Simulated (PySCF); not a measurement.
**CH8O2Si2 (SMILES CO[SiH2]O[SiH3]) at 6 levels**

Wanted: a comparison of 6 runs (HF/STO-3G, HF/3-21G, B3LYP/6-31G*, B2PLYP/cc-pVDZ, wB97M-V/cc-pVDZ, SCS-MP2/cc-pVDZ) of CH8O2Si2. Input form: a Python script.

Program for the calculation: PySCF 2.14.0.

1 further run of the same task is left out (set aside as unsound or not needed).

## 1. The molecule

The species is CH8O2Si2 (13 atoms), meant as a singlet with charge 0. SMILES: `CO[SiH2]O[SiH3]`. One bond was lengthened or shortened from a relaxed shape.

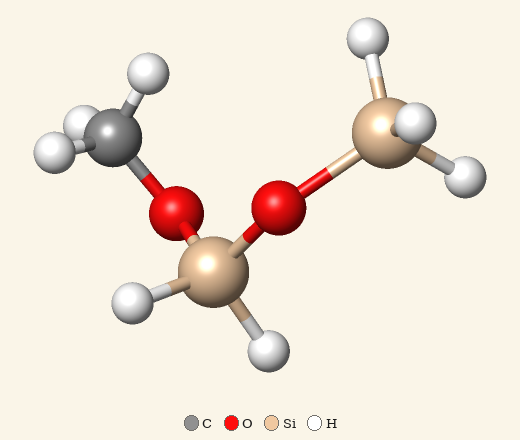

The structure, seen from a chosen angle (carbon grey, oxygen red, silicon light orange, hydrogen white).

## 2. A single-point energy at HF/STO-3G (run 1)

Input file job.py:

```python
from pyscf import gto, scf

mol = gto.Mole()
mol.atom = '''
C     -1.138889    -0.666134     1.909984
O     -0.104089    -1.280334     1.174784
Si     1.257011    -0.512334     0.702984
O      0.956711     0.650566    -0.402216
Si     0.200600     0.997400    -2.090500
H     -1.762589    -1.448634     2.344984
H     -0.744389    -0.044134     2.722084
H     -1.762889    -0.041234     1.263084
H      2.118211    -1.562434     0.117684
H      1.883911     0.173466     1.859984
H      0.728600     2.293900    -2.579800
H      0.554700    -0.080200    -3.051400
H     -1.278900     1.078100    -1.975300
'''
mol.max_memory = 1860
mol.verbose = 3
mol.charge = 0
mol.basis = 'sto-3g'
mol.build()

hf = scf.RHF(mol)
hf.conv_tol = 1e-10
hf.kernel()
if not hf.converged:
    hf = hf.newton().run(hf.mo_coeff, hf.mo_occ)

etot = hf.e_tot
print('E = %.10f Eh' % etot)
```

On the command line:

```console
$ OMP_NUM_THREADS=1 python job.py
```

What it wrote:

```text
converged SCF energy = -760.97500984271
E = -760.9750098427 Eh
```

Run time: 0.96 s. Hardware: 1 thread of Intel Xeon at 2.70GHz, shared host; peak memory 0.1 GiB.

## 3. A single-point energy at HF/3-21G (run 2)

Input file input.xyz:

```xyz
13

C     -1.138889    -0.666134     1.909984
O     -0.104089    -1.280334     1.174784
Si     1.257011    -0.512334     0.702984
O      0.956711     0.650566    -0.402216
Si     0.200600     0.997400    -2.090500
H     -1.762589    -1.448634     2.344984
H     -0.744389    -0.044134     2.722084
H     -1.762889    -0.041234     1.263084
H      2.118211    -1.562434     0.117684
H      1.883911     0.173466     1.859984
H      0.728600     2.293900    -2.579800
H      0.554700    -0.080200    -3.051400
H     -1.278900     1.078100    -1.975300
```

Input file run.py:

```python
from pyscf import gto

system = gto.M(
    atom='input.xyz',
    max_memory=1860,
    spin=0,
    verbose=4,
    basis='3-21g',
)

mf = system.RHF()
mf.conv_tol = 1e-10
mf.kernel()
if not mf.converged:
    mf = mf.newton().run(mf.mo_coeff, mf.mo_occ)

energy = mf.e_tot
print('Final energy', energy)
```

On the command line:

```console
$ OMP_NUM_THREADS=1 python run.py
```

What it wrote:

```text
PySCF version 2.14.0

[... 69 lines left out ...]
converged SCF energy = -766.082266722843
Final energy -766.0822667228429
```

Wall time 1.3 s (1 thread of Intel Xeon at 2.70GHz, shared host); peak memory 0.14 GiB.

Runs 3 to 5 aren't shown in full; the table further down has their settings and results.

## 4. A single-point energy at SCS-MP2/cc-pVDZ (run 6)

Input file job.py:

```python
from pyscf import gto, mp

mol = gto.Mole()
mol.atom = '''
C     -2.152188    -1.258811     3.609347
O     -0.196700    -2.419481     2.220020
Si     2.375407    -0.968171     1.328447
O      1.807922     1.229392    -0.760078
Si     0.379079     1.884813    -3.950472
H     -3.330810    -2.737522     4.431378
H     -1.406691    -0.083401     5.143993
H     -3.331377    -0.077921     2.386883
H      4.002839    -2.952572     0.222391
H      3.560076     0.327803     3.514860
H      1.376854     4.334843    -4.875115
H      1.048231    -0.151556    -5.766310
H     -2.416771     2.037314    -3.732776
'''
mol.basis = 'cc-pvdz'
mol.verbose = 3
mol.max_memory = 1860
mol.unit = 'bohr'
mol.charge = 0
mol.build()

calc0 = mol.RHF()
calc0.conv_tol = 1e-10
calc0.kernel()
if not calc0.converged:
    calc0 = calc0.newton().run(calc0.mo_coeff, calc0.mo_occ)

pt = mp.MP2(calc0, frozen=13).run()
e_final = calc0.e_tot + 1.2 * pt.e_corr_os + pt.e_corr_ss / 3
print('E(%s) = %.9f' % ('SCS-MP2', e_final))
```

On the command line:

```console
$ OMP_NUM_THREADS=1 python job.py
```

What it wrote:

```text
converged SCF energy = -770.206808788229
E(RMP2) = -770.920237223796  E_corr = -0.713428435567531
E(SCS-RMP2) = -770.922280212845  E_corr = -0.715471424615999
E(SCS-MP2) = -770.922280213
```

Wall time 5.1 s (1 thread of Intel Xeon at 2.70GHz, shared host); peak memory 0.39 GiB.

## 5. Overview of the runs

```csv
run,level,integration grid,frozen core orbitals,energy (Eh),dipole moment (D) of the reference,HOMO energy (eV),LUMO energy (eV),wall time
1,HF/STO-3G,–,–,-760.975010,1.00,-7.92,9.54,0.96 s
2,HF/3-21G,–,–,-766.082267,1.91,-11.49,3.70,1.3 s
3,B3LYP/6-31G* (spherical functions),5,–,-772.430682,1.85,-7.69,-0.44,32 s
4,B2PLYP/cc-pVDZ,5,13,-771.986834,1.84,-9.41,1.13,40 s
5,wB97M-V/cc-pVDZ,5,–,-772.298503,1.83,-10.32,1.72,3.7 min
6,SCS-MP2/cc-pVDZ,–,13,-770.922280,1.93,-11.69,3.34,5.1 s
```

## 6. Outcome

| quantity | value |
| --- | --- |
| run 6: total energy | -770.92228 Eh |
| run 6: dipole moment (Hartree–Fock density) | 1.93 D |
| run 6: HOMO energy (Hartree–Fock orbitals) | -11.69 eV |
| run 6: LUMO energy (Hartree–Fock orbitals) | 3.34 eV |
| run 6: HOMO–LUMO gap (Hartree–Fock orbitals) | 15.03 eV |
| run 6: correlation energy (13 core orbitals frozen) | -715.5 mEh |

Over runs 1, 2, 3, 4, 5 the dipole moment (its size) runs from 1.00 D (HF/STO-3G) to 1.91 D (HF/3-21G). Over runs 1, 2, 3, 4, 5 the HOMO–LUMO gap runs from 7.25 eV (B3LYP/6-31G*) to 17.46 eV (HF/STO-3G). The two ends differ in method and basis. Totals of different functionals can't be ranked against each other. In run 1 the basis is minimal, so the values are rough. All runs together took 5 min, the longest 3.7 min.
